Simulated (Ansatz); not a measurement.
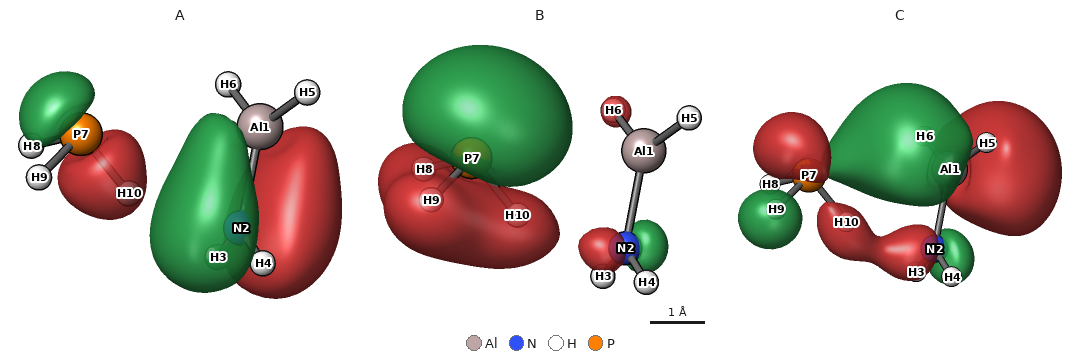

The picture shows: AlH4N···PH3. Three frontier orbitals at ±0.08 Å⁻³ᐟ² (green and red are the two phases), in no order.

Not at a stationary point (largest force 1.7 eV/Å).

Method: RKS r2SCAN/def2-SVP in Ansatz 0.2.0.

```xyz
10

Al    0.1575   -0.3658    0.0996
N     0.0429   -0.4331    1.9619
H    -0.8216   -0.5937    2.4719
H     0.8371   -0.5414    2.5876
H     1.6041   -0.3266   -0.5333
H    -1.2192   -0.3801   -0.6753
P    -0.4931    2.9401    0.9676
H    -1.8909    3.0726    1.2167
H    -0.1147    3.8780    1.9706
H    -0.3510    1.7982    1.8132
```

Q: Which picture is the HOMO−1, the HOMO and the LUMO?

A: B is the HOMO−1 (−6.85 eV). It lies mainly on P7 (about 75 %), H10 (about 5 %) and H9 (about 5 %); largely a lone pair of P7. A is the HOMO (−5.94 eV). Its weight (Hirshfeld) is mainly on N2 (about 65 %) and P7 (about 5 %); largely a lone pair of N2. C is the LUMO (−1.27 eV). It lies mainly on Al1 (about 60 %), P7 (about 15 %) and N2 (about 5 %).

Q: What is the HOMO–LUMO gap?

A: 4.67 eV between the orbital energies.
